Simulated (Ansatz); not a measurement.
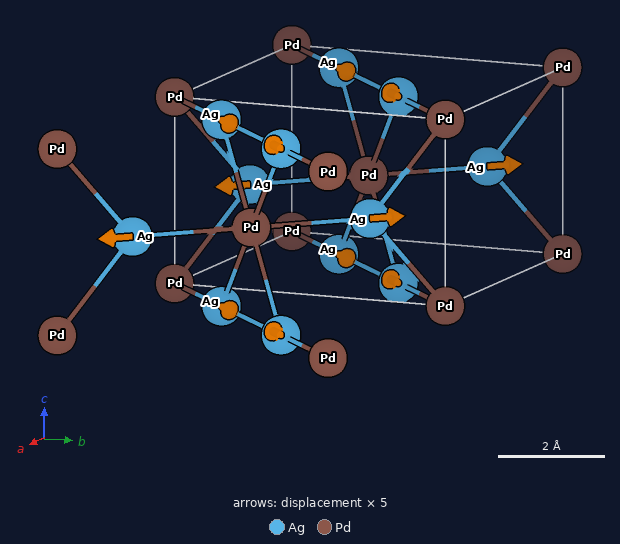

A relaxation of solid Ag2Pd (built on the rutile_136 type) (coarse preliminary run). The starting structure is drawn; orange arrows show the displacements (the part carried along by the change of the cell is left out), magnified 5 times.

The picture is a ball-and-stick view of the cell of the calculation, repeated 2 × 1 × 1 with one cell outlined, seen slightly off an axis.

Case: rutile type (P4_2/mnm, No. 136).

All numbers below come from DFT PBE, scalar-relativistic, plane waves, PAW in Ansatz. Settings: plane-wave cutoff 420 eV; k-point mesh 4 × 4 × 6; occupations gaussian; smearing width 0.1 eV; no spin polarisation; cell and atoms relaxed; force threshold 0.04 eV/Å; at most 70 steps.

Question: Which element moves most?

Answer: Silver: up to 0.15 Å, against 0.00 Å for palladium.

Question: What did the optimiser do to the structure, and how much energy did it gain?

Answer: After 9 accepted moves (11 points after the start) the energy has fallen by 486 meV per atom. The largest force component goes from 1.2 to 0.0093 eV/Å. Pressure: 31.58 GPa at the start and 0.01 GPa at the end. At 2 points the geometry stayed and the basis and grid were re-selected for the new cell (energy shift of 15.4 meV per atom at most each time). The largest moves relative to the cell, 0.15 Å, are those of Ag atoms. Pd stays in place. The drawn cell changes as follows: a = b 5.605 → 5.665 Å (+1.1 %), c 3.610 → 4.500 Å (+24.7 %); the volume changes by +27.3 %. Near-neighbour distances that change, for instance: Ag–Pd 2.371 → 2.652 Å, Ag–Ag 3.076 → 2.807 Å, Ag–Pd 2.426 → 2.602 Å. Among the angles between lasting bonds that change: Ag–Pd–Ag 99.1° → 116.1°, Pd–Ag–Pd 99.1° → 116.1°, Ag–Pd–Ag 80.9° → 63.9°. The space group stays P4_2/mnm (No. 136). The run took 2.2 min on 1 thread of Intel(R) Xeon(R) Platinum 8375C CPU @ 2.90GHz (Ice Lake), on a shared host, peak memory 0.52 GiB.
